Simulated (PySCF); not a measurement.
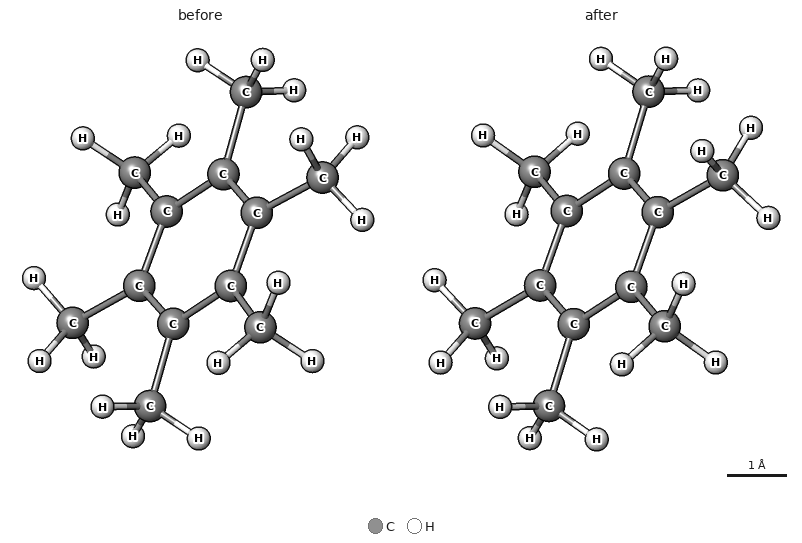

The structure of C12H18 before (left) and after (right) a relaxation, at one scale.

Style: ball-and-stick. Shown from a free direction.

The start comes from GFN2-xTB. Its atoms were then displaced at random by about 0.01 Å.

The calculation used PySCF, PBE0-D3(BJ)/def2-SVP geometry optimisation, gas phase. 

Question: Describe what moved and what it gained.

Answer: Over 8 geometry steps the energy falls by 23.6 kJ/mol. The largest move after the best rigid fit is that of an H atom, 0.25 Å. By element the largest moves are H 0.25 Å, C 0.06 Å. Among the contacts that change: C–H 1.048 → 1.098 Å, C–H 1.128 → 1.096 Å, C–H 1.077 → 1.105 Å, C–C 1.383 → 1.407 Å. Bond angles that change, for instance: C–C–H 108.0° → 111.7°, H–C–H 110.1° → 107.1°, H–C–H 104.4° → 107.2°. Cost: 5.8 min on 2 threads of Intel(R) Xeon(R) Platinum 8259CL CPU @ 2.50GHz (shared host).
